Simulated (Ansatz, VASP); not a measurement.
**Nb (Nb(111)) in two plane-wave programs**

One calculation is typed for both programs; each brings its own data sets and cutoff. How far apart do they land? The structure shown is the end of the VASP relaxation below.

Main program and level: Ansatz 0.2.0; plane waves, with VASP 6.6.1 beside it; single point at PBEsol.

### Step 1. The structure

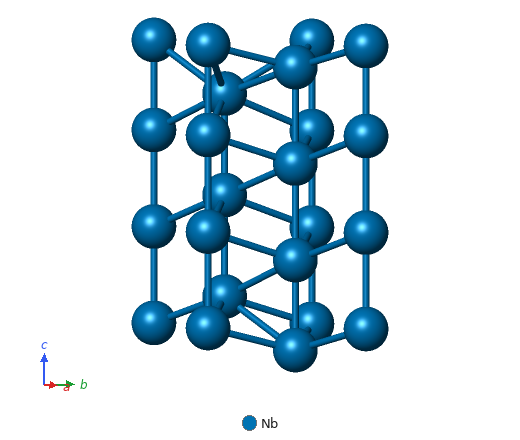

Start, viewed from the side, with the c axis up; niobium blue. Some periodic images of atoms are drawn too.

The cell holds 11 atoms: 11 Nb. Cell: a = 4.644 Å, b = 4.644 Å, c = 24.480 Å, α = 90.0°, β = 90.0°, γ = 60.0°. It derives from Nb. As first built, before any earlier steps moved the atoms: 11 layers of bcc Nb, cut at this functional's lattice. Vacuum lies along c.

### Step 2. VASP: relaxation, PBEsol

This run makes the geometry at which the two programs are then compared.

Lines of VASP's logs that name or quote its potential files are left out, and so is its time.

The input, INCAR:

```
SYSTEM = Nb
PREC = Normal
ENCUT = 320
EDIFF = 1E-05
NELM = 120
ISMEAR = 1
SIGMA = 0.15
LREAL = .FALSE.
ALGO = Fast
GGA = PS
NBANDS = 75
LASPH = .TRUE.
LORBIT = 11
LWAVE = .FALSE.
LCHARG = .FALSE.
KPAR = 4
IBRION = 2
NSW = 40
ISIF = 2
EDIFFG = -0.03
POTIM = 0.4
MAXMIX = 40
```

The input, POSCAR:

```
Nb
1.0
    4.6442710413      0.0000000000      0.0000000000
    2.3221355207      4.0220567039      0.0000000000
    0.0000000000      0.0000000000     24.4800785654
Nb
11
Direct
    0.6666666700      0.6666666700      0.3063715700
    0.0000000000      0.0000000000      0.3450972500
    0.3333333300      0.3333333300      0.3838229400
    0.6666666700      0.6666666700      0.4225486300
    0.0000000000      0.0000000000      0.4612743100
    0.3333333300      0.3333333300      0.5000000000
    0.6666666700      0.6666666700      0.5387256900
    0.0000000000      0.0000000000      0.5774513700
    0.3333333300      0.3333333300      0.6161770600
    0.6666666700      0.6666666700      0.6549027500
    0.0000000000      0.0000000000      0.6936284300
```

The input, KPOINTS:

```
Automatic mesh
0
Gamma
9 9 1
0 0 0
```

The projector-augmented-wave data sets are Nb_pv (PBE family, release 64).

Started as:

```sh
> mpirun -np 4 vasp_std
```

Numbers of over 12 decimals in the logs are rounded to 6 here.

What it wrote:

```text
[banner, memory and clock lines left out]
running    4 mpi-ranks, on    1 nodes
 distrk:  each k-point on    1 cores,    4 groups
 distr:  one band on    1 cores,    1 groups

 POSCAR found type information on POSCAR Nb
 POSCAR found :  1 types and      11 ions
|                                                                             |
|               ----> ADVICE to this user running VASP <----                  |
|                                                                             |
|     You enforced a specific xc type in the INCAR file but a different       |
|     [... a line on the potential file left out ...]
|     I HOPE YOU KNOW WHAT YOU ARE DOING!                                     |
|                                                                             |

 LDA part: xc-table for (Slater+PW92), standard interpolation
 POSCAR, INCAR and KPOINTS ok, starting setup
 FFT: planning ... GRIDC
 FFT: planning ... GRID_SOFT
 FFT: planning ... GRID
 WAVECAR not read
 entering main loop
       N       E                     dE             d eps       ncg     rms          rms(c)
DAV:   1     0.114895360868E+04    0.11490E+04   -0.51612E+04  2360   0.107E+03
DAV:   2    -0.316875168177E+02   -0.11806E+04   -0.11413E+04  1956   0.613E+02
DAV:   3    -0.119668698560E+03   -0.87981E+02   -0.83294E+02  2752   0.138E+02
DAV:   4    -0.126146092263E+03   -0.64774E+01   -0.62451E+01  2728   0.388E+01
DAV:   5    -0.126560416080E+03   -0.41432E+00   -0.40860E+00  2984   0.805E+00    0.577E+01
RMM:   6    -0.146385405175E+03   -0.19825E+02   -0.17155E+02  2369   0.418E+01    0.293E+01
RMM:   7    -0.143236300725E+03    0.31491E+01   -0.86925E+01  2301   0.482E+01    0.216E+01
RMM:   8    -0.112103566101E+03    0.31133E+02   -0.10993E+01  1854   0.270E+01    0.102E+01
RMM:   9    -0.112015069146E+03    0.88497E-01   -0.92808E+00  2340   0.987E+00    0.816E+00
RMM:  10    -0.112343991724E+03   -0.32892E+00   -0.26859E+00  2356   0.647E+00    0.526E+00
RMM:  11    -0.112162189275E+03    0.18180E+00   -0.10346E+00  2580   0.322E+00    0.360E+00
RMM:  12    -0.112137938276E+03    0.24251E-01   -0.68660E-01  2460   0.185E+00    0.145E+00
RMM:  13    -0.112148532457E+03   -0.10594E-01   -0.26558E-01  2540   0.125E+00    0.553E-01
RMM:  14    -0.112165878080E+03   -0.17346E-01   -0.20582E-01  2732   0.818E-01    0.319E-01
[...]
RMM:  26    -0.112194515287E+03   -0.13761E-03   -0.90432E-04  1620   0.360E-02    0.856E-03
RMM:  27    -0.112194588327E+03   -0.73041E-04   -0.49060E-04  1536   0.284E-02    0.426E-03
RMM:  28    -0.112194673171E+03   -0.84844E-04   -0.43294E-04  1480   0.248E-02    0.581E-03
RMM:  29    -0.112194712318E+03   -0.39147E-04   -0.23908E-04  1420   0.213E-02    0.350E-03
RMM:  30    -0.112194736681E+03   -0.24363E-04   -0.22231E-04  1304   0.187E-02    0.461E-03
RMM:  31    -0.112194750687E+03   -0.14006E-04   -0.13696E-04  1106   0.156E-02    0.362E-03
RMM:  32    -0.112194761651E+03   -0.10964E-04   -0.10747E-04  1006   0.136E-02    0.515E-03
RMM:  33    -0.112194768814E+03   -0.71630E-05   -0.73529E-05   904   0.115E-02
   1 F= -.11219477E+03 E0= -.11219600E+03  d E =-.112195E+03
[... from here on, the cycles between the ionic steps are left out ...]
   4 F= -.11279626E+03 E0= -.11279666E+03  d E =-.369696E-01
   5 F= -.11283407E+03 E0= -.11283040E+03  d E =-.747796E-01
   6 F= -.11285000E+03 E0= -.11284668E+03  d E =-.159287E-01
   7 F= -.11285416E+03 E0= -.11285147E+03  d E =-.200889E-01
   8 F= -.11285432E+03 E0= -.11285180E+03  d E =-.202541E-01
   9 F= -.11285643E+03 E0= -.11285360E+03  d E =-.211090E-02
  10 F= -.11285721E+03 E0= -.11285405E+03  d E =-.288866E-02
 curvature:  -3.07 expect dE=-0.288E-02 dE for cont linesearch -0.751E-05
 trial: gam= 0.81082 g(F)=  0.938E-03 g(S)=  0.000E+00 ort =-0.624E-04 (trialstep = 0.233E+01)
 search vector abs. value=  0.188E-02
 bond charge predicted
       N       E                     dE             d eps       ncg     rms          rms(c)
DAV:   1    -0.112837760882E+03    0.19447E-01   -0.14929E+00  2246   0.920E+00    0.478E-01
RMM:   2    -0.112854033719E+03   -0.16273E-01   -0.18042E-01  2428   0.220E+00    0.422E-01
RMM:   3    -0.112859716577E+03   -0.56829E-02   -0.44983E-02  2713   0.104E+00    0.468E-01
RMM:   4    -0.112858756419E+03    0.96016E-03   -0.47515E-03  2526   0.397E-01    0.291E-01
RMM:   5    -0.112858542133E+03    0.21429E-03   -0.20250E-03  2395   0.176E-01    0.191E-01
RMM:   6    -0.112858400808E+03    0.14133E-03   -0.93506E-04  2343   0.164E-01    0.130E-01
RMM:   7    -0.112858407319E+03   -0.65111E-05   -0.87615E-04  2548   0.111E-01    0.137E-01
RMM:   8    -0.112858497806E+03   -0.90487E-04   -0.32134E-04  2326   0.576E-02    0.154E-01
RMM:   9    -0.112858506261E+03   -0.84551E-05   -0.91977E-05  1702   0.425E-02
  11 F= -.11285851E+03 E0= -.11285500E+03  d E =-.129508E-02
 trial-energy change:   -0.001295  1 .order   -0.001092   -0.002068   -0.000116
 step:   2.4139(harm=  2.4681)  dis= 0.01185  next Energy=  -112.858508 (dE=-0.130E-02)
 reached required accuracy - stopping structural energy minimisation
```

OUTCAR, selected parts (step 2):

```text
ion  position               nearest neighbor table
   1  0.667  0.667  0.306-   2 2.84   2 2.84   2 2.84   4 2.84   3 3.28   3 3.28   3 3.28
   2  0.000  0.000  0.345-   1 2.84   1 2.84   1 2.84   5 2.84   3 2.84   3 2.84   3 2.84   4 3.28
                             4 3.28   4 3.28
   3  0.333  0.333  0.384-   6 2.84   4 2.84   2 2.84   4 2.84   2 2.84   2 2.84   4 2.84   1 3.28
                             5 3.28   1 3.28   5 3.28   5 3.28   1 3.28
   4  0.667  0.667  0.423-   5 2.84   5 2.84   5 2.84   1 2.84   7 2.84   3 2.84   3 2.84   3 2.84
                             6 3.28   6 3.28   6 3.28   2 3.28   2 3.28   2 3.28
   5  0.000  0.000  0.461-   4 2.84   4 2.84   4 2.84   2 2.84   8 2.84   6 2.84   6 2.84   6 2.84
                             3 3.28   3 3.28   3 3.28   7 3.28   7 3.28   7 3.28
   6  0.333  0.333  0.500-   3 2.84   9 2.84   7 2.84   5 2.84   7 2.84   5 2.84   5 2.84   7 2.84
                             4 3.28   8 3.28   4 3.28   8 3.28   8 3.28   4 3.28
   7  0.667  0.667  0.539-   8 2.84   8 2.84   8 2.84   4 2.84  10 2.84   6 2.84   6 2.84   6 2.84
                             9 3.28   9 3.28   9 3.28   5 3.28   5 3.28   5 3.28
   8  0.000  0.000  0.577-   7 2.84   7 2.84   7 2.84   5 2.84  11 2.84   9 2.84   9 2.84   9 2.84
                             6 3.28   6 3.28   6 3.28  10 3.28  10 3.28  10 3.28
   9  0.333  0.333  0.616-   6 2.84  10 2.84   8 2.84  10 2.84   8 2.84   8 2.84  10 2.84   7 3.28
                            11 3.28   7 3.28  11 3.28  11 3.28   7 3.28
  10  0.667  0.667  0.655-  11 2.84  11 2.84  11 2.84   7 2.84   9 2.84   9 2.84   9 2.84   8 3.28
                             8 3.28   8 3.28
  11  0.000  0.000  0.694-  10 2.84  10 2.84  10 2.84   8 2.84   9 3.28   9 3.28   9 3.28

  LATTYP: Found a hexagonal cell.
 ALAT       =     4.6442710414
 C/A-ratio  =     5.2710271100

 Subroutine GETGRP returns: Found 12 space group operations
 (whereof  6 operations were pure point group operations)

The static configuration has the point symmetry C_3v.
 The point group associated with its full space group is D_3d.

 Found     12 irreducible k-points:

   k-points           NKPTS =     12   k-points in BZ     NKDIM =     12   number of bands    NBANDS=     75

   dimension x,y,z NGX =    20 NGY =   20 NGZ =  108
   dimension x,y,z NGXF=    40 NGYF=   40 NGZF=  216

   ENCUT  =  320.0 eV  23.52 Ry    4.85 a.u.   6.77  6.77 35.71*2*pi/ulx,y,z

   NELECT =     121.0000    total number of electrons

 k-points in reciprocal lattice and weights: Automatic mesh
   0.00000000  0.00000000  0.00000000       0.012
   0.11111111  0.00000000  0.00000000       0.074
   0.22222222  0.00000000  0.00000000       0.074
   0.33333333 -0.00000000  0.00000000       0.074
   0.44444444  0.00000000  0.00000000       0.074
   0.22222222  0.11111111  0.00000000       0.074
   0.33333333  0.11111111  0.00000000       0.148
   0.44444444  0.11111111  0.00000000       0.148
  -0.44444444  0.11111111  0.00000000       0.074
   0.44444444  0.22222222  0.00000000       0.074
  -0.44444444  0.22222222  0.00000000       0.148
  -0.33333333  0.33333333  0.00000000       0.025

 average (electrostatic) potential at core
       1 -40.1289       2 -39.7025       3 -39.9965       4 -39.6307       5 -39.5806
       6 -39.8052       7 -39.5806       8 -39.6307       9 -39.9964      10 -39.7025
      11 -40.1288

 E-fermi :  -0.0060

 k-point     1 :       0.0000    0.0000    0.0000
  band No.  band energies     occupation
    ...
     59      -0.5018      2.00003
     60      -0.2871      2.02347
     61      -0.0502      1.47604
     62      -0.0251      1.21414
     63      -0.0251      1.21411
     64       0.1040      0.05840
     65       0.2038     -0.06368
     66       0.2038     -0.06368
     67       1.3163     -0.00000
     68       2.2030     -0.00000
    ...

 k-point     2 :       0.1111    0.0000    0.0000
  band No.  band energies     occupation
    ...
     56      -0.6604      2.00000
     57      -0.4836      2.00006
     58      -0.3929      2.00161
     59      -0.3830      2.00218
     60      -0.2609      2.03713
     61       0.0663      0.28044
     62       0.0705      0.24914
     63       0.1730     -0.07059
     64       0.2247     -0.05186
     65       0.2264     -0.05082
    ...

 k-point     3 :       0.2222    0.0000    0.0000
  band No.  band energies     occupation
    ...
     56      -0.5137      2.00002
     57      -0.3578      2.00450
     58      -0.2994      2.01836
     59      -0.2545      2.04092
     60      -0.0630      1.59521
     61       0.2317     -0.04760
     62       0.3039     -0.01285
     63       0.4080     -0.00067
     64       0.4782     -0.00005
     65       0.6732     -0.00000
    ...

  Total       -3.7642613     -3.7642613     -0.7849692     -0.0000000      0.0000000      0.0000000
  in kB      -13.1889975    -13.1889975     -2.7503289     -0.0000000      0.0000000      0.0000000
  external PRESSURE =      -9.7094413 kB  Pullay stress =       0.0000000 kB

  energy-cutoff  :      320.00
  volume of cell :      457.28
      direct lattice vectors                 reciprocal lattice vectors
     4.644271041  0.000000000  0.000000000     0.215319044 -0.124314508  0.000000000
     2.322135521  4.022056704  0.000000000     0.000000000  0.248629016  0.000000000
     0.000000000  0.000000000 24.480078565     0.000000000  0.000000000  0.040849542

 POSITION                                       TOTAL-FORCE (eV/Angst)
 -----------------------------------------------------------------------------------
      4.64427      2.68137      7.81137        -0.000000     -0.000000      0.000258
      0.00000      0.00000      8.48082        -0.000000     -0.000000      0.001495
      2.32214      1.34069      9.30416         0.000000      0.000000     -0.000117
      4.64427      2.68137     10.41486         0.000000      0.000000     -0.022415
      2.32214      4.02206     11.27063         0.000000      0.000000      0.006653
      2.32214      1.34069     12.24004        -0.000000      0.000000      0.000000
      4.64427      2.68137     13.20945        -0.000000     -0.000000     -0.006653
      0.00000      0.00000     14.06522        -0.000000     -0.000000      0.022415
      2.32214      1.34069     15.17592         0.000000     -0.000000      0.000117
      4.64427      2.68137     15.99926         0.000000      0.000000     -0.001495
      0.00000      0.00000     16.66871         0.000000      0.000000     -0.000258
 -----------------------------------------------------------------------------------
    total drift:                               -0.000010     -0.000006      0.000693

  FREE ENERGIE OF THE ION-ELECTRON SYSTEM (eV)
  ---------------------------------------------------
  free  energy   TOTEN  =      -112.8585062611 eV

  energy  without entropy=     -112.8479993499  energy(sigma->0) =     -112.85500396

 reached required accuracy - stopping structural energy minimisation

 total charge
# of ion       s       p       d       tot
------------------------------------------
    1        0.437   6.130   3.188   9.756
    2        0.455   6.216   3.235   9.905
    3        0.421   6.317   3.028   9.766
    4        0.437   6.330   3.177   9.944
    5        0.433   6.310   3.166   9.909
    6        0.437   6.335   3.043   9.815
    7        0.433   6.310   3.166   9.909
    8        0.437   6.330   3.177   9.944
    9        0.421   6.317   3.028   9.766
   10        0.455   6.216   3.235   9.905
   11        0.437   6.130   3.188   9.756
--------------------------------------------------
tot          4.804  68.940  34.629 108.373

[... 3 further parts left out ...]
```

CONTCAR:

```
Nb
   1.00000000000000
     4.6442710412999997    0.0000000000000000    0.0000000000000000
     2.3221355206999998    4.0220567038999997    0.0000000000000000
     0.0000000000000000    0.0000000000000000   24.4800785653999995
  Nb
    11
Direct
     0.6666666699999979    0.6666666699999979    0.3190909315617280
     0.0000000000000000    0.0000000000000000    0.3464374645413795
     0.3333333300000021    0.3333333300000021    0.3800706260445026
     0.6666666699999979    0.6666666699999979    0.4254422081754692
     0.0000000000000000    1.0000000000000000    0.4604000440173711
     0.3333333300000021    0.3333333300000021    0.5000000000000000
     0.6666666699999979    0.6666666699999979    0.5395999559826290
     0.0000000000000000    0.0000000000000000    0.5745577918245308
     0.3333333300000021    0.3333333300000021    0.6199293739554974
     0.6666666699999979    0.6666666699999979    0.6535625354586205
     0.0000000000000000    0.0000000000000000    0.6809090684382720
```

(Continued in part 2 of 2.)

[Lines on the potential files, build, host, timing and source positions are cut from VASP's logs without a mark.]

[Logs are printed without paths, hosts, clocks, repeated set-up lines and the standing remarks that a program may print on its own settings, such as how far it seeks lower states.]

[Hosts, paths, dates, database ids (printed as entryN), source tags and the programs' standing remarks are cut or masked in the printed files.]
